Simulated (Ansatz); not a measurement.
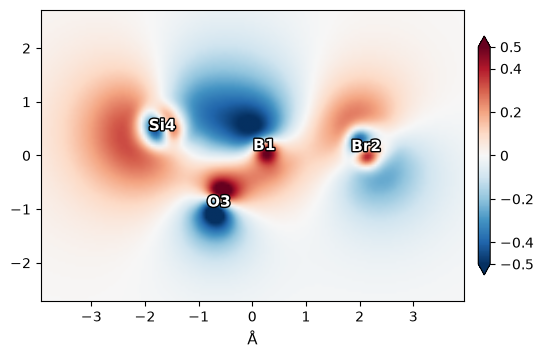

BBrOSi (SMILES BrB1O[Si]1). One frontier orbital on the molecular plane (values in Å⁻³ᐟ²; the overall sign is arbitrary).

Geometry: PBE0-D3(BJ)/def2-SVP.

These are results of Ansatz 0.2.0, isolated molecule in a Gaussian basis; Kohn-Sham density functional theory, functional PBE0, not measurements.

Input file:

```
crystal:
  periodic: [false, false, false]
  atoms:
    - symbol: B
      position_ang: [-0.916229, 2.596230, 0.139992]
    - symbol: Br
      position_ang: [-2.659049, 3.027650, -0.462109]
    - symbol: O
      position_ang: [-0.544143, 2.149328, 1.355242]
    - symbol: Si
      position_ang: [0.964908, 2.248497, 0.428564]
basis:
  gaussian: {orbitals: def2-TZVPD}
hamiltonian: {xc: {name: PBE0}}
output: {forces: true, orbitals: {seedname: orbitals}}
```

Run with:

```sh
ansatz run input.yaml --threads 1 --pin off --max-ram 2610MiB --events-out events.jsonl --progress --plain --runs-dir runs
```

Question: Which orbital is it: HOMO or LUMO?

Answer: The HOMO, at −6.59 eV. By Hirshfeld shares it lies mainly on Si4 (about 45 %), B1 (about 25 %), Br2 (about 15 %) and O3 (about 10 %); it is symmetric in the molecular plane (an in-plane orbital: σ, lone-pair or in-plane π type).
